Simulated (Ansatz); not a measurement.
```xyz
7

O    -1.2535   -1.5216    0.5546
O     1.0046    0.2124    1.3669
O    -1.4787    1.2274    0.2116
S     0.3269   -0.3929   -2.0446
W    -0.4090   -0.0969    0.1680
H     1.3827   -0.3624    2.0413
H     0.4270    0.9339   -2.2978
```

Geometry: PBE0-D3(BJ)/def2-SVP; core potentials replace the inner electrons of W.

Theory: isolated molecule in a Gaussian basis; Kohn-Sham density functional theory, functional PBE0 (Ansatz).

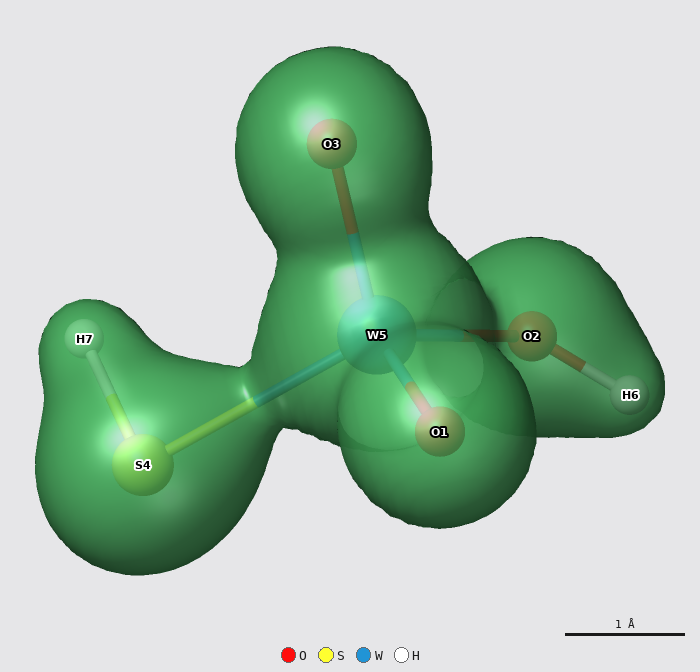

H₂O₃SW. Isosurface of the electron density at 0.6 e/Å³ (green), seen from one side.

> Which contacts does the surface bridge?

At this value the surface is in one piece. It bridges the sampled W–O (1.70 Å), W–S (2.35 Å), O–H (0.96 Å) and W–O (1.88 Å) contacts, where the density stays above the isovalue. On the grid the lowest density along these lines, outside the cores, is 1.8 e/Å³ (W–O, 1.70 Å), 0.73 e/Å³ (W–S, 2.35 Å), 2.3 e/Å³ (O–H, 0.96 Å) and 1.1 e/Å³ (W–O, 1.88 Å).
